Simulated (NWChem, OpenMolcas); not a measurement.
# A ladder of methods for CH6NPSi (SMILES C1NP[SiH2]1)

CH6NPSi: 10 atoms, total charge 0, spin state singlet. As SMILES, `C1NP[SiH2]1`. The shape is that of a PBE0-D4/def2-TZVP optimisation.

Quantity: the HOMO–LUMO gap, in eV. The values are calculated.

```json
{"level": "SVWN5/def2-SVP", "kind": "LDA", "program": "NWChem", "value (eV)": "4.21"}
{"level": "BLYP/def2-SVP", "kind": "GGA", "program": "OpenMolcas", "value (eV)": "4.37"}
{"level": "revPBE/def2-SVP", "kind": "GGA", "program": "OpenMolcas", "value (eV)": "4.39"}
{"level": "M06-L/def2-SVP", "kind": "meta-GGA", "program": "OpenMolcas", "value (eV)": "4.96"}
{"level": "TPSS/def2-SVP", "kind": "meta-GGA", "program": "OpenMolcas", "value (eV)": "4.65"}
{"level": "BHLYP/def2-SVP", "kind": "global hybrid", "program": "OpenMolcas", "value (eV)": "8.73"}
{"level": "M06-2X/def2-SVP", "kind": "hybrid meta-GGA", "program": "NWChem", "value (eV)": "8.53"}
{"level": "B2PLYP/def2-SVP", "kind": "double hybrid", "program": "OpenMolcas", "value (eV)": "8.98"}
```

The values span 4.21 to 8.98 eV. Orbital gaps aren't excitation energies, and those of double hybrids come from the SCF part alone; they tend to grow with the share of exact exchange.

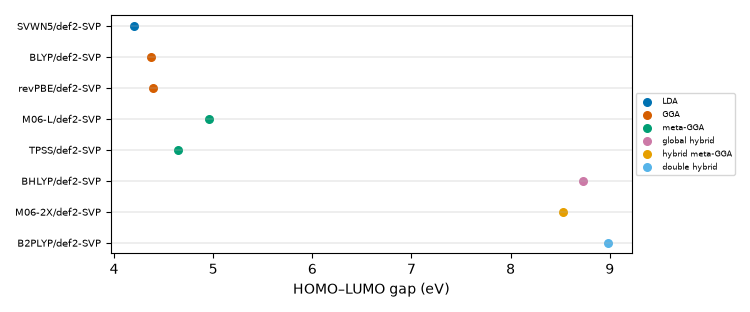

The values of the table, level by level.
